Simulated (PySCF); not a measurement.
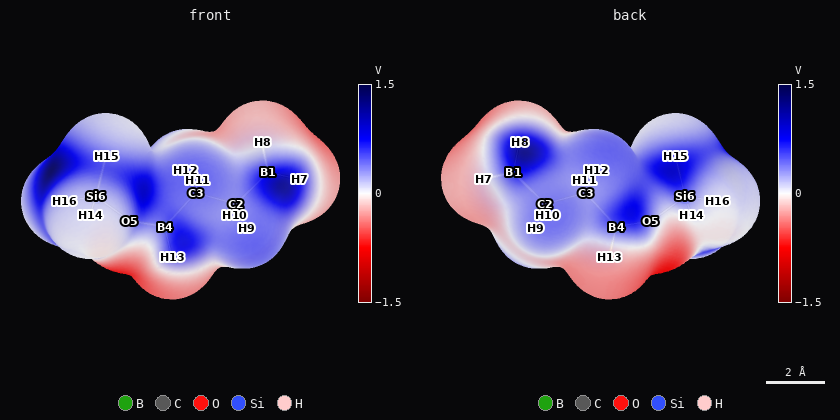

The picture shows: C2H10B2OSi (SMILES BCCBO[SiH3]). The molecular electrostatic potential painted on the density surface at 0.001 e/bohr³, seen from the front and from behind; the colour scale runs from red (negative) to blue (positive).

Geometry: GFN2-xTB.

Computed with PySCF, PBE0/pcSseg-1, SCF density, gas phase, non-relativistic.

Input file:

```
{"job": {"kind": "nmr", "xc": "PBE0", "basis": "pcSseg-1"}, "charge": 0, "multiplicity": 1}
B      3.084332     0.280584    -0.025181
C      1.799623    -0.604398    -0.174619
C      0.441566     0.065939     0.088521
B     -0.831624    -0.890358     0.029359
O     -2.033097    -0.440244     0.342695
Si    -3.106032     0.668293     0.811728
H      4.127985    -0.182947    -0.282386
H      3.026165     1.386254     0.351887
H      1.904857    -1.456979     0.506539
H      1.777869    -1.064717    -1.167670
H      0.471675     0.558815     1.064646
H      0.305905     0.876491    -0.634487
H     -0.749039    -2.023851    -0.293195
H     -3.584126     0.184161     2.105396
H     -2.520421     2.007332     0.939318
H     -4.123235     0.644570    -0.237770
```

Command:

```sh
OMP_NUM_THREADS=1 python probes_run.py task.json out
```

> Which sites attract a positive test charge, and which a negative one?

A positive charge is drawn to the negative regions and a negative charge to the positive ones. The most negative region (about −0.7 V) lies over O5, the most positive (about +1.2 V) over B1 and Si6.

> How polar is the molecule by this calculation?

Its dipole moment is 1.07 D.
